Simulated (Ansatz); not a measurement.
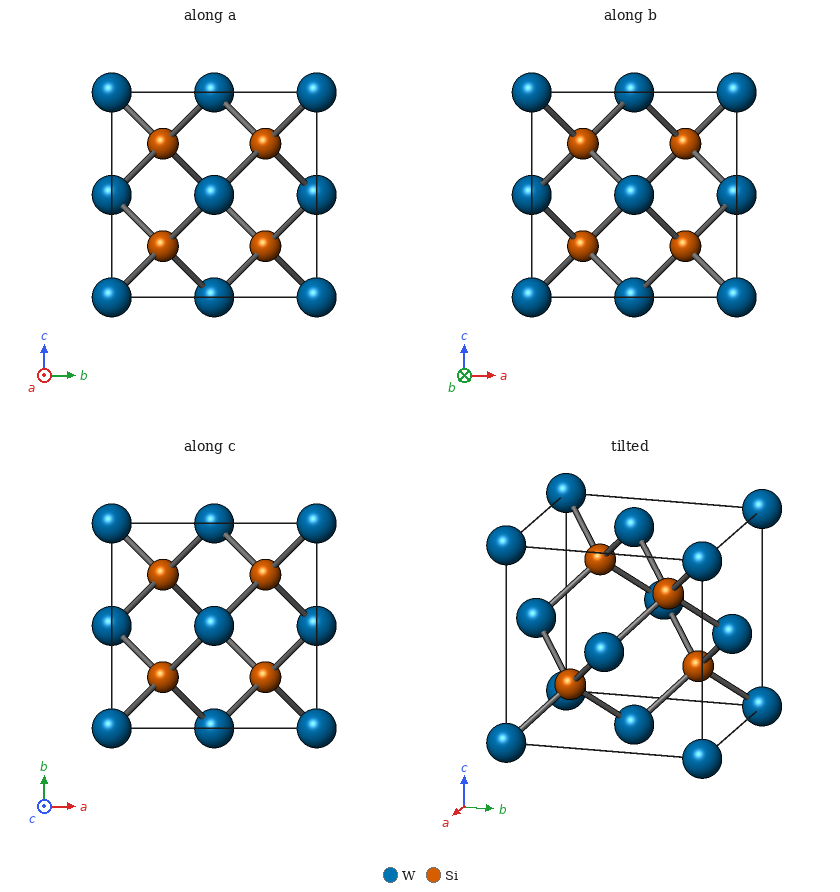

The crystal in a ball-and-stick representation, seen along the a axis, along the b axis, along the c axis and slightly off an axis. The conventional unit cell is drawn as a box.

Lattice parameters: a = 5.5812 Å, b = 5.5812 Å, c = 5.5812 Å, α = 90.000°, β = 90.000°, γ = 90.000°.

### Put the structure into a CIF in P1 with every atom of the cell.

```cif
data_structure
_symmetry_space_group_name_H-M 'P 1'
_symmetry_Int_Tables_number 1
_cell_length_a 5.5812
_cell_length_b 5.5812
_cell_length_c 5.5812
_cell_angle_alpha 90.000
_cell_angle_beta 90.000
_cell_angle_gamma 90.000
_cell_volume 173.85
loop_
_atom_site_label
_atom_site_type_symbol
_atom_site_fract_x
_atom_site_fract_y
_atom_site_fract_z
_atom_site_occupancy
W1 W 0.0000 0.0000 0.0000 1
Si1 Si 0.2500 0.2500 0.7500 1
W2 W 0.0000 0.5000 0.5000 1
Si2 Si 0.2500 0.7500 0.2500 1
W3 W 0.5000 0.0000 0.5000 1
Si3 Si 0.7500 0.2500 0.2500 1
W4 W 0.5000 0.5000 0.0000 1
Si4 Si 0.7500 0.7500 0.7500 1
```

Provenance: a structure type filled with these elements by a generator (whether the compound takes this form wasn't checked). Earlier steps of the study may have refined or changed the cell and positions. A calculation with Ansatz used it as input.
